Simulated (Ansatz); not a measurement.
Consider PrPb5.

```
CELL_PARAMETERS angstrom
5.65485 0.00000 0.00000
-2.82742 4.89724 0.00000
0.00000 0.00000 6.83380
ATOMIC_POSITIONS crystal
Pr 0.00000 0.00000 0.50000
Pb 0.33333 0.66667 0.75689
Pb 0.66667 0.33333 0.75689
Pb 0.66667 0.33333 0.24311
Pb 0.33333 0.66667 0.24311
Pb 0.00000 0.00000 0.00000
```

Space group P6/mmm; a generated structure, not necessarily the stable one; computed without spin polarisation; no Hubbard U on the f states and no spin–orbit coupling.

Method: DFT PBE, scalar-relativistic, plane waves, PAW; 4f electrons in the core of a trivalent norm-conserving potential (Ansatz).

### What can the converged valence pseudo-density and electron localisation function tell about the bonding?

Pr–Pb (3.42 Å): ρ at the midpoint is about 0.14 e/Å³; the ELF is about 0.25 at the midpoint and 0.15 at its lowest between the atoms: no shared electron pair shows on this line.

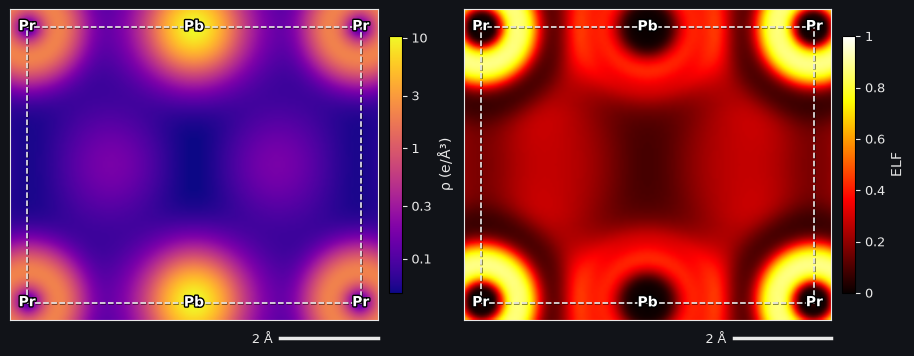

Computed valence pseudo-density and electron localisation function on the (11̄0) plane of the conventional cell, in this order. 

The density is the valence pseudo-density of a pseudopotential calculation; it isn't the true density close to the nuclei.
